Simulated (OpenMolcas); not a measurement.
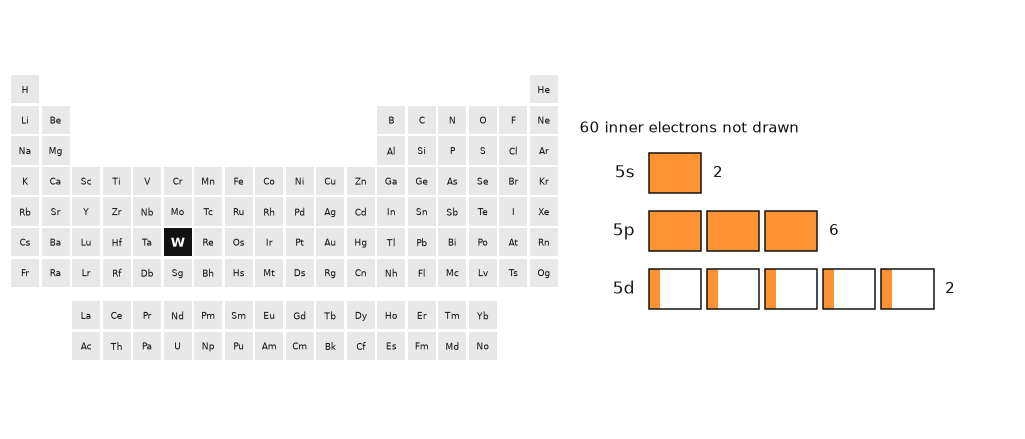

*Left, the place of tungsten in the periodic table; right, the outer shells of the leading configuration of the lowest level: a box for each of the 2l + 1 orbitals, shaded by the share of the shell that is filled, with the electron count at the right.*

Multiconfigurational calculation for W⁴⁺ complex

- system: W⁴⁺ with 6 ligands (Cl; octahedron, 2.42 Å), neutralised by 6 outer point charges of +0.33 e, whose field is part of the energies.
- method: state-averaged CASSCF, active space 2 electrons in the shell 5d, basis ANO-RCC-VTZP on the metal and ANO-RCC-VDZP on the ligands, DKH2 scalar Hamiltonian, spin-orbit coupling by RASSI with atomic mean-field integrals (OpenMolcas)

## Input
```
&GATEWAY
Coord
7

W 0.0 0.0 0.0
Cl 2.420000 0.000000 0.000000
Cl 0.000000 2.420000 0.000000
Cl -2.420000 0.000000 0.000000
Cl 0.000000 -2.420000 0.000000
Cl 0.000000 0.000000 2.420000
Cl 0.000000 0.000000 -2.420000
Basis=W.ANO-RCC-VTZP,Cl.ANO-RCC-VDZP
Group=XYZ
NoMove
AngMom=0.0 0.0 0.0
AMFI
RICD
XField
3 Angstrom 0
5.020000 0.000000 0.000000 0.333333
0.000000 5.020000 0.000000 0.333333
0.000000 0.000000 5.020000 0.333333
&SEWARD
&RASSCF
FileOrb=start.orb
Symmetry=1
Spin=3
nActEl=2 0 0
Inactive=42 46
Ras2=5 0
CIRoot=10 10 1
SDav=10
CIMx=300
Iter=150 100
PrWF=0.3
OrbListing=Nothing
MaxOrb=0
LevShft=1.0
>>> COPY $Project.JobIph JOB001
&RASSCF
FileOrb=start.orb
Symmetry=1
Spin=1
nActEl=2 0 0
Inactive=42 46
Ras2=5 0
CIRoot=15 15 1
SDav=15
CIMx=300
Iter=150 100
PrWF=0.3
OrbListing=Nothing
MaxOrb=0
LevShft=1.0
>>> COPY $Project.JobIph JOB002
&RASSI
NrOfJobIphs=2 10 15
1 2 3 4 5 6 7 8 9 10
1 2 3 4 5 6 7 8 9 10 11 12 13 14 15
IphNames
JOB001
JOB002
EJob
SpinOrbit
DIPRint=1.0
SOCoupling=1000.0
Subsets=2
Property=9
'ANGMOM' 1 'ANGMOM' 2 'ANGMOM' 3 'MLTPL  1' 1 'MLTPL  1' 2 'MLTPL  1' 3
'AMFI' 1 'AMFI' 2 'AMFI' 3
SOProperty=3
'ANGMOM' 1 'ANGMOM' 2 'ANGMOM' 3
```

The file start.orb holds starting orbitals from an earlier step. A driver script formed the levels outside the program, from RASSI's spin-orbit matrix and the active-space energies, averaged over the components of each term or state.

Run as:
```bash
OMP_NUM_THREADS=1 MOLCAS_MEM=2457 MOLCAS_PROJECT=a pymolcas a.inp > a.log  # once for each step of the input, in one work folder
```

## The program's output (extracts)
```
--- SEWARD ---
Basis set label: W.ANO-RCC...8S7P5D3F2G1H.

      Electronic valence basis set:
      ------------------
      Associated Effective Charge  74.000000 au
      Associated Actual Charge     74.000000 au
      Nuclear Model: Point charge

      Shell  nPrim  nBasis  Cartesian Spherical Contaminant
         s      24       8        X
         p      21       7        X
         d      15       5                 X
         f      11       3                 X
         g       4       2                 X
         h       2       1                 X
                  Relativistic Douglas-Kroll-Hess integrals:
                    - DKH order of Hamiltonian: 2
                    - DKH order of Properties : 0
                  Atomic mean-field integrals
--- RASSCF ---
Wave function specifications:
      -----------------------------

      Number of closed shell electrons         176
      Number of electrons in active shells       2
      Max number of holes in RAS1 space          0
      Max nr of electrons in RAS3 space          0
      Number of inactive orbitals               88
      Number of active orbitals                  5
      Number of secondary orbitals             119
      Spin quantum number                      1.0
      State symmetry                             1
Orbital specifications:
      -----------------------

      Symmetry species                           1   2
                                                ag  au
      Frozen orbitals                            0   0
      Inactive orbitals                         42  46
      Active orbitals                            5   0
      RAS1 orbitals                              0   0
      RAS2 orbitals                              5   0
      RAS3 orbitals                              0   0
      Secondary orbitals                        58  61
      Deleted orbitals                           0   0
      Number of basis functions                105 107
      Number of CSFs                            10
      Number of root(s) required                10
      Iter CI   SX   CI       RASSCF       Energy    max ROT     max BLB   max BLB  Level Ln srch  Step   QN
          iter iter root      energy       change     param      element    value   shift minimum  type update
 Nr of preliminary CI iterations:   1
      Total energies have been shifted. Add               -18000.00 au
        1   1   14    0  -892.73319510    0.00E+00  -1.03E-01*  42  45 1  2.67E-01*  1.07   0.00    SX    NO
        2   1   15    0  -893.40691162   -6.74E-01* -9.42E-02   42  45 1  2.02E-01*  0.83   0.00    SX    NO
        3   1   15    0  -893.62663643   -2.20E-01* -5.53E-02   42  45 1  1.13E-01*  0.73   0.00    SX    NO
        4   1   15    0  -893.67904385   -5.24E-02*  2.38E-02   13  50 2 -5.30E-02*  0.78   0.00    SX    NO
        5   1   14    0  -893.69421804   -1.52E-02*  3.28E-02   11  48 2  4.05E-02*  0.78   1.41    QN   YES
        6   1   13    0  -893.70375651   -9.54E-03*  1.01E-02   11  48 2  8.76E-03*  0.79   1.24    QN   YES
        7   1   13    0  -893.70463523   -8.79E-04*  4.84E-03   20  57 1 -3.71E-03*  0.79   1.36    QN   YES
        8   1   12    0  -893.70479440   -1.59E-04* -1.23E-03   20  57 1 -1.52E-03*  0.79   1.30    QN   YES
        9   1   11    0  -893.70481792   -2.35E-05* -3.70E-04   20  57 1 -4.84E-04*  0.79   1.27    QN   YES
       10   1   10    0  -893.70482129   -3.37E-06*  2.29E-04   42 103 1 -1.67E-04*  0.79   1.34    QN   YES
       11   1    9    0  -893.70482202   -7.31E-07* -1.38E-04   24  46 1 -9.83E-05   0.79   1.43    QN   YES
       12   1    8    0  -893.70482223   -2.18E-07*  6.57E-05   24  46 1 -4.97E-05   0.79   1.41    QN   YES
       13   1    7    0  -893.70482230   -6.09E-08* -3.15E-05   42  45 1 -2.90E-05   0.79   1.39    QN   YES
       14   1    7    0  -893.70482231   -1.58E-08* -1.56E-05   42  45 1 -1.42E-05   0.79   1.38    QN   YES
       15   1    6    0  -893.70482232   -3.87E-09  -6.96E-06   24  54 2  6.59E-06   0.79   1.32    QN   YES
      Convergence after 15 iterations
       16   1    6    0  -893.70482232   -7.28E-10  -6.96E-06   46  56 2  2.87E-06   0.79   1.32    QN   YES
      Natural orbitals and occupation numbers for root  1
      sym 1:   0.012868   0.987132   0.012868   0.987132  -0.000000
      Natural orbitals and occupation numbers for root  2
      sym 1:   0.987141   0.987141  -0.000000   0.012859   0.012859
      Natural orbitals and occupation numbers for root  3
      sym 1:   0.987142   0.012858   0.012858   0.987142   0.000000
::    RASSCF root number  1 Total energy: -18893.79973558
::    RASSCF root number  2 Total energy: -18893.79973558
::    RASSCF root number  3 Total energy: -18893.79973558
::    RASSCF root number  4 Total energy: -18893.69451566
::    RASSCF root number  5 Total energy: -18893.69451566
::    RASSCF root number  6 Total energy: -18893.69451566
::    RASSCF root number  7 Total energy: -18893.66101561
::    RASSCF root number  8 Total energy: -18893.66101561
::    RASSCF root number  9 Total energy: -18893.66101561
::    RASSCF root number 10 Total energy: -18893.58242262
--- RASSCF ---
Wave function specifications:
      -----------------------------

      Number of closed shell electrons         176
      Number of electrons in active shells       2
      Max number of holes in RAS1 space          0
      Max nr of electrons in RAS3 space          0
      Number of inactive orbitals               88
      Number of active orbitals                  5
      Number of secondary orbitals             119
      Spin quantum number                      0.0
      State symmetry                             1
Orbital specifications:
      -----------------------

      Symmetry species                           1   2
                                                ag  au
      Frozen orbitals                            0   0
      Inactive orbitals                         42  46
      Active orbitals                            5   0
      RAS1 orbitals                              0   0
      RAS2 orbitals                              5   0
      RAS3 orbitals                              0   0
      Secondary orbitals                        58  61
      Deleted orbitals                           0   0
      Number of basis functions                105 107
      Number of CSFs                            15
      Number of root(s) required                15
      Iter CI   SX   CI       RASSCF       Energy    max ROT     max BLB   max BLB  Level Ln srch  Step   QN
          iter iter root      energy       change     param      element    value   shift minimum  type update
 Nr of preliminary CI iterations:   1
      Total energies have been shifted. Add               -18000.00 au
        1   1   11    0  -893.66446346    0.00E+00  -9.28E-03   43  58 1 -4.94E-03*  0.74   0.00    SX    NO
        2   1   11    0  -893.66495563   -4.92E-04*  4.88E-03   39  43 1 -3.54E-03*  0.74   0.00    SX    NO
        3   1   11    0  -893.66512891   -1.73E-04*  2.87E-03   39  43 1 -2.38E-03*  0.74   0.00    SX    NO
        4   1   11    0  -893.66519606   -6.71E-05*  1.62E-03   39  43 1 -1.71E-03*  0.74   0.00    SX    NO
        5   1   11    0  -893.66522337   -2.73E-05*  2.40E-03   39  43 1 -1.15E-03*  0.74   2.50    LS   YES
        6   1   11    0  -893.66524081   -1.74E-05* -6.38E-04   34  50 2 -1.58E-03*  0.74   1.14    QN   YES
        7   1   10    0  -893.66524251   -1.70E-06*  2.63E-04   34  50 2  1.28E-03*  0.74   0.64    QN   YES
        8   1    9    0  -893.66524372   -1.21E-06* -1.45E-04   39  43 1 -1.26E-04*  0.74   1.17    QN   YES
        9   1    8    0  -893.66524390   -1.80E-07* -1.18E-04   39  43 1 -7.67E-05   0.74   1.82    LS   YES
       10   1    8    0  -893.66524395   -4.68E-08* -4.90E-05   34  50 2 -1.86E-04*  0.74   1.02    QN   YES
       11   1    7    0  -893.66524398   -3.80E-08* -4.04E-05   28  48 2 -4.75E-05   0.74   1.65    QN   YES
       12   1    7    0  -893.66524400   -1.30E-08* -1.86E-05   34  50 2  2.28E-05   0.74   1.26    QN   YES
       13   1    6    0  -893.66524400   -2.68E-09   8.76E-06   34  50 2  2.01E-05   0.74   1.91    QN   YES
      Convergence after 13 iterations
       14   1    6    0  -893.66524400   -6.84E-10   8.76E-06   34  50 2  4.07E-06   0.74   1.91    QN   YES
      Natural orbitals and occupation numbers for root  1
      sym 1:   0.988042   0.998320   0.000000   0.007247   0.006391
      Natural orbitals and occupation numbers for root  2
      sym 1:   0.006886   0.992185   0.000000   0.994211   0.006718
      Natural orbitals and occupation numbers for root  3
      sym 1:   0.960503   0.009943   0.004508   1.025046   0.000000
::    RASSCF root number  1 Total energy: -18893.75905010
::    RASSCF root number  2 Total energy: -18893.75905010
::    RASSCF root number  3 Total energy: -18893.75905010
::    RASSCF root number  4 Total energy: -18893.75790763
::    RASSCF root number  5 Total energy: -18893.75790763
::    RASSCF root number  6 Total energy: -18893.70636479
::    RASSCF root number  7 Total energy: -18893.65476607
::    RASSCF root number  8 Total energy: -18893.65476607
::    RASSCF root number  9 Total energy: -18893.65476607
::    RASSCF root number 10 Total energy: -18893.64374282
::    RASSCF root number 11 Total energy: -18893.64374282
::    RASSCF root number 12 Total energy: -18893.64374282
::    RASSCF root number 13 Total energy: -18893.54291417
::    RASSCF root number 14 Total energy: -18893.54291417
::    RASSCF root number 15 Total energy: -18893.49797464
--- RASSI ---
SPIN-FREE ENERGIES:
  (Shifted by EMIN (a.u.) =     -18893.7997355816)

 SF State       Relative EMIN(au)   Rel lowest level(eV)    D:o, cm**(-1)

     1             0.0000000000        0.0000000000              0.0000
     2             0.0000000000        0.0000000000              0.0000
     3             0.0000000000        0.0000000000              0.0000
    11             0.0406854804        1.1071083218           8929.4308
    12             0.0406854804        1.1071083218           8929.4308
    13             0.0406854804        1.1071083218           8929.4308
    14             0.0418279533        1.1381965921           9180.1746
    15             0.0418279533        1.1381965921           9180.1746
    16             0.0933707922        2.5407486917          20492.5202
     4             0.1052199197        2.8631798755          23093.1031
     5             0.1052199197        2.8631798755          23093.1031
     6             0.1052199197        2.8631798755          23093.1031
     7             0.1387199761        3.7747628497          30445.5156
     8             0.1387199761        3.7747628497          30445.5156
     9             0.1387199761        3.7747628497          30445.5156
    17             0.1449695115        3.9448213721          31817.1301
    18             0.1449695115        3.9448213721          31817.1301
    19             0.1449695115        3.9448213721          31817.1301
    20             0.1559927632        4.2447793312          34236.4542
    21             0.1559927632        4.2447793312          34236.4542
    22             0.1559927632        4.2447793312          34236.4542
    10             0.2173129642        5.9133870063          47694.6827
    23             0.2568214107        6.9884666032          56365.7844
    24             0.2568214107        6.9884666032          56365.7844
    25             0.3017609423        8.2113335541          66228.8716
     Dipole printing threshold changed to   1.00000000E+00
Eigenvalues of complex Hamiltonian:
   -----------------------------------
  (Shifted by EMIN (a.u.) =     -18893.7997355816)

 SO State       Relative EMIN(au)   Rel lowest level(eV)    D:o, cm**(-1)

     1            -0.0118825899        0.0000000000              0.0000
     2            -0.0118825898        0.0000000002              0.0000
     3            -0.0106939245        0.0323452312            260.8819
     4            -0.0106939246        0.0323452292            260.8819
     5            -0.0106939245        0.0323452313            260.8819
     6             0.0053591618        0.4691719637           3784.1271
     7             0.0053591618        0.4691719637           3784.1271
     8             0.0053591618        0.4691719642           3784.1271
     9             0.0102339425        0.6018215040           4854.0178
    10             0.0389078582        1.3820784992          11147.2149
    11             0.0389078582        1.3820785001          11147.2149
    12             0.0389078582        1.3820784985          11147.2149
    13             0.0416933333        1.4578751373          11758.5560
    14             0.0416933332        1.4578751358          11758.5560
    15             0.0919738633        2.8260780619          22793.8568
    16             0.0994805750        3.0303460928          24441.3896
    17             0.1030577599        3.1276862533          25226.4909
    18             0.1030577600        3.1276862546          25226.4909
    19             0.1030577600        3.1276862560          25226.4909
    20             0.1074053781        3.2459909712          26180.6828
    21             0.1074053781        3.2459909718          26180.6828
    22             0.1074053781        3.2459909715          26180.6828
    23             0.1081862596        3.2672398389          26352.0665
    24             0.1081862596        3.2672398394          26352.0665
    25             0.1328361731        3.9379981552          31762.0971
    26             0.1346532081        3.9874421962          32160.8902
    27             0.1346532081        3.9874421966          32160.8902
    28             0.1346532081        3.9874421961          32160.8902
    29             0.1360786330        4.0262299853          32473.7348
    30             0.1360786331        4.0262299869          32473.7349
    31             0.1360786331        4.0262299877          32473.7349
    32             0.1451825883        4.2739612292          34471.8221
    33             0.1451825884        4.2739612303          34471.8221
    34             0.1527949081        4.4811030038          36142.5332
    35             0.1527949081        4.4811030028          36142.5332
    36             0.1527949082        4.4811030045          36142.5332
    37             0.1582542557        4.6296594186          37340.7215
    38             0.1582542557        4.6296594182          37340.7215
    39             0.1582542557        4.6296594187          37340.7215
    40             0.2210232725        6.3376913788          51116.9283
    41             0.2210232725        6.3376913790          51116.9283
Weights of the five most important spin-orbit-free states for each spin-orbit state.

 SO State  Total energy (au)           Spin-free states, spin, and weights
 -------------------------------------------------------------------------------------------------------
    1        -0.011883       2 1.0  0.5821    3 1.0  0.3139    1 1.0  0.0411   14 0.0  0.0222   15 0.0  0.0151
    2        -0.011883       1 1.0  0.5836    3 1.0  0.3109    2 1.0  0.0426   15 0.0  0.0222   14 0.0  0.0151
    3        -0.010694       1 1.0  0.4736    3 1.0  0.3978    2 1.0  0.0758   13 0.0  0.0242   11 0.0  0.0082
    4        -0.010694       2 1.0  0.4735    3 1.0  0.4735   12 0.0  0.0323    4 1.0  0.0066    5 1.0  0.0066
    5        -0.010694       1 1.0  0.4735    2 1.0  0.3978    3 1.0  0.0759   11 0.0  0.0247   13 0.0  0.0081
    6         0.005359       3 1.0  0.4937    2 1.0  0.4828    1 1.0  0.0110    4 1.0  0.0045    5 1.0  0.0044
    7         0.005359       3 1.0  0.4932    1 1.0  0.4827    2 1.0  0.0115    4 1.0  0.0045    6 1.0  0.0044
    8         0.005359       1 1.0  0.4937    2 1.0  0.4932    6 1.0  0.0045    5 1.0  0.0045   22 0.0  0.0025
    9         0.010234       1 1.0  0.3190    2 1.0  0.3190    3 1.0  0.3190   16 0.0  0.0338    9 1.0  0.0031
   10         0.038908      13 0.0  0.8716   11 0.0  0.0295   12 0.0  0.0200    1 1.0  0.0196    3 1.0  0.0195
   11         0.038908      12 0.0  0.9009   13 0.0  0.0201    3 1.0  0.0196    2 1.0  0.0196    4 1.0  0.0157
   12         0.038908      11 0.0  0.8915   13 0.0  0.0295    1 1.0  0.0196    2 1.0  0.0195    6 1.0  0.0157
```

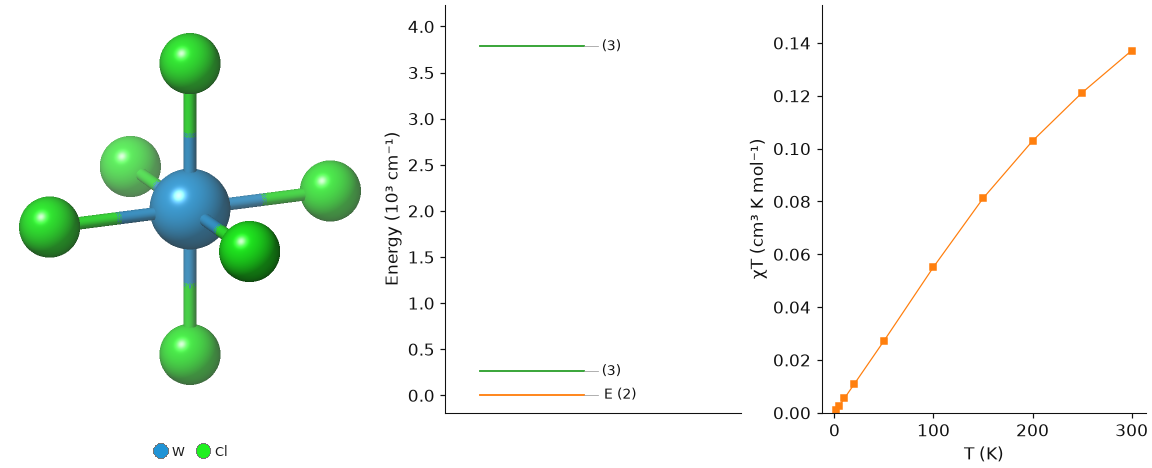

*W⁴⁺ (5d²) with 6 ligands, Cl⁻, at 2.42 Å (arrangement: octahedron, Oh), neutralised by outer point charges of +0.33 e, and its levels and susceptibility. Labels give the representation in O, Td, D4 or D3 as the site allows (double group for half-integer spin) where it could be assigned and, in brackets, the degeneracy; spin-free states, where drawn, share the zero of the spin-orbit levels. Powder susceptibility by Van Vleck's formula.*

The ground level is E, doubly degenerate, 96 % from states of spin multiplicity 3. Its principal g values are all close to zero. The next level lies at 261 cm⁻¹. χT is close to 0 cm³ K mol⁻¹ at 2 K and 0.137 at 300 K, an effective moment of 1.05 μB. The active orbitals hold 71 to 89 % metal character (Löwdin), and the Mulliken charge of the metal is +1.29.

## Summary

- outcome: converged
- energy of the lowest spin-free term: −18893.79974 hartree
- energy of the lowest spin-orbit level: −18893.81162 hartree
- largest spread among components of a term: 0.0 cm⁻¹
- hardware: 1 thread of Arm Neoverse V2, 24 GiB of memory available, shared host
- wall time: 76 s
- peak memory: 0.65 GiB

## Notes

Without dynamic correlation the splittings between terms come out too large, often by 20 to 50 %. Limits: covalent bonds, ligand orbitals missing from the active space; distances are set from ionic radii, not optimised.
